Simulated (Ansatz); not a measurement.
The calculation's input:

```
crystal:
  periodic: [false, false, false]
  atoms:
    - {symbol: N, position_ang: [-1.098783, 0.471839, -0.928735]}
    - {symbol: In, position_ang: [0.284198, 0.305679, 0.510005]}
    - {symbol: O, position_ang: [1.322556, -1.354188, 0.151499]}
    - {symbol: H, position_ang: [-1.323511, -0.354586, -1.461461]}
    - {symbol: H, position_ang: [-1.921445, 1.036919, -0.791943]}
    - {symbol: H, position_ang: [0.678590, 1.380110, 1.768491]}
    - {symbol: H, position_ang: [2.058395, -1.485764, 0.752145]}
basis:
  gaussian: {orbitals: def2-TZVPP}
hamiltonian: {xc: pbe0, dispersion: d4}
output: {orbitals: {seedname: orbitals}}
```

Command:

```sh
ansatz run in.yaml --threads 2 --pin off --events-out ev --progress --plain --max-ram 22528MiB --backend cpu
```

Geometry: PBE0-D4/def2-TZVP; core potentials replace the inner electrons of In.

The calculation used Ansatz, RKS PBE0-D4/def2-TZVPP.

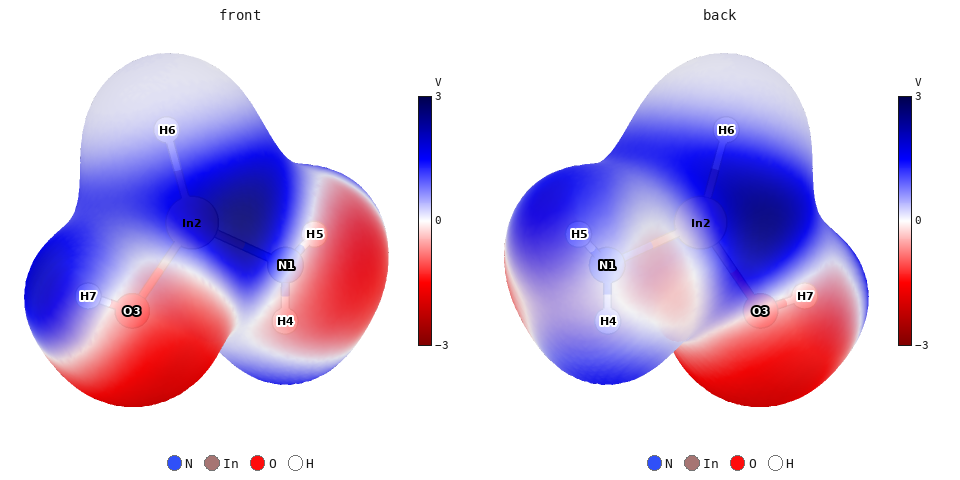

H4InNO. The electrostatic potential painted on the density surface at 0.002 e/bohr³, seen from the front and from behind; red is negative and blue positive.

Q: Which sites attract a positive test charge, and which a negative one?

A: A positive charge is drawn to the negative regions and a negative charge to the positive ones. The most negative region (about −1.9 V, or −44 kcal/mol for a unit charge) lies over O3, the most positive (about +2.5 V, or +58 kcal/mol for a unit charge) over In2. O3 is the likeliest acceptor of a hydrogen bond.
